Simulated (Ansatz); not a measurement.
## Electronic structure of FH3Si···F2Si in real space

Input file:

```
crystal:
  periodic: [false, false, false]
  atoms:
    - {symbol: Si, position_ang: [-0.650778, -0.582779, 0.965774]}
    - {symbol: Si, position_ang: [0.693250, 1.165471, -2.026554]}
    - {symbol: F, position_ang: [-0.886919, -0.301644, -0.614624]}
    - {symbol: F, position_ang: [1.685653, -0.095815, -1.935202]}
    - {symbol: F, position_ang: [0.949384, 1.814737, -0.570615]}
    - {symbol: H, position_ang: [-1.089268, 0.619974, 1.705030]}
    - {symbol: H, position_ang: [-1.486268, -1.755874, 1.307353]}
    - {symbol: H, position_ang: [0.784945, -0.863969, 1.168838]}
basis:
  gaussian: {orbitals: def2-TZVPP}
hamiltonian: {xc: pbe0, dispersion: d4}
output: {orbitals: {seedname: orbitals}}
```

Run with:

```sh
ansatz run in.yaml --threads 4 --pin off --events-out ev --progress --plain --max-ram 9574MiB
```

The product side of a reaction path; geometry: PBE0-D4/def2-TZVP.

All numbers below come from RKS PBE0-D4/def2-TZVPP (Ansatz).

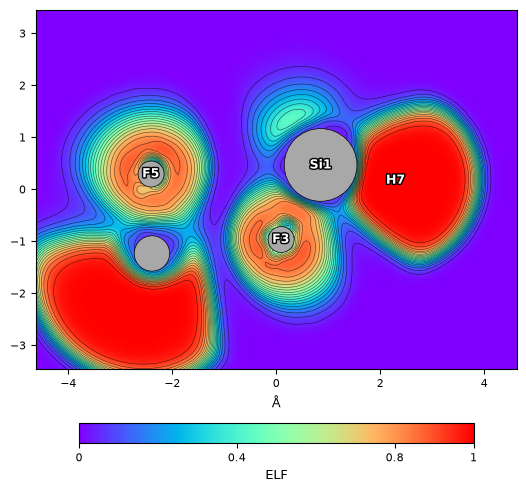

Figure 1. ELF on the plane of atoms F3, Si1 and H7. Grey discs cover the atomic cores.

Interpret the plot.

- The plane passes through Si, F and H nuclei.
- Si–F (1.62 Å): the ELF peaks at about 0.85 in the valence shell of F, 0.7 Å from its nucleus, and is about 0.50 at the midpoint.
- Si–H (1.48 Å): the ELF climbs to about 1 towards the hydrogen, as it does in any bond to H.
- The ELF also peaks beside Si2, F3 and F5, away from the bonds: lone-pair regions.

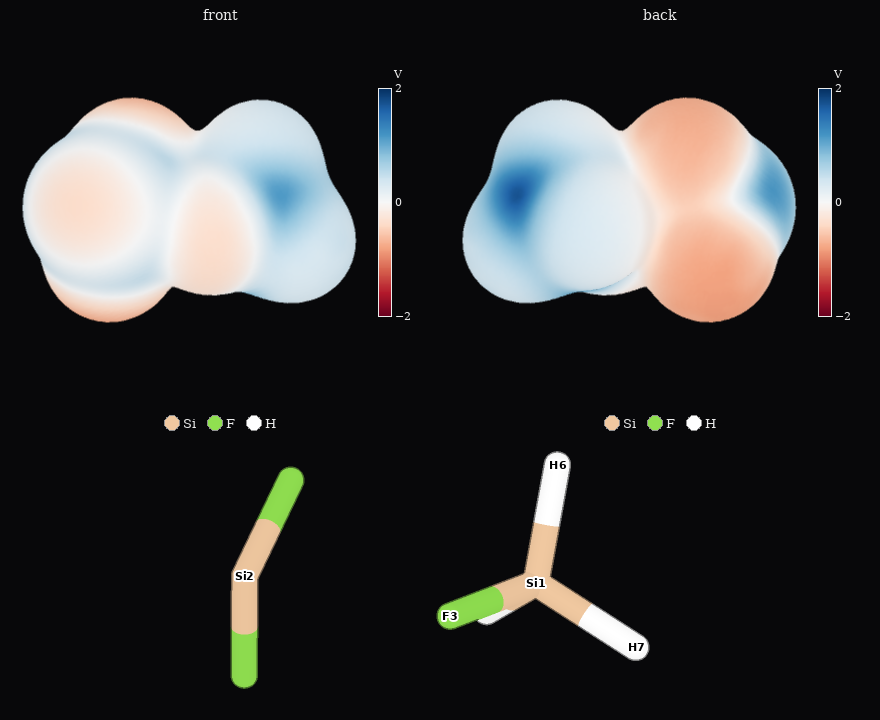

Figure 2. The electrostatic potential painted on the density surface at 0.001 e/bohr³, seen from the front and from behind; the colour scale runs from red (negative) to blue (positive). The bare structure is drawn below in the same view.

Describe the electrostatic potential map.

The most negative region (about −0.8 V) lies over F4, the most positive (about +1.6 V) over Si1.

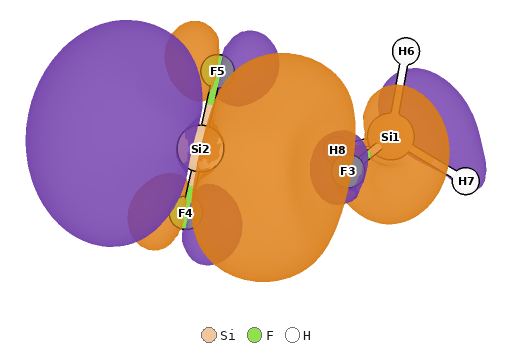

Figure 3. The LUMO at ±0.05 Å⁻³ᐟ² (orange and purple are the two phases), seen at a tilt.

Where does this orbital lie, and at what energy?

It lies mainly on Si2 (about 80 %) and F4 (about 5 %). Its energy is −1.45 eV.
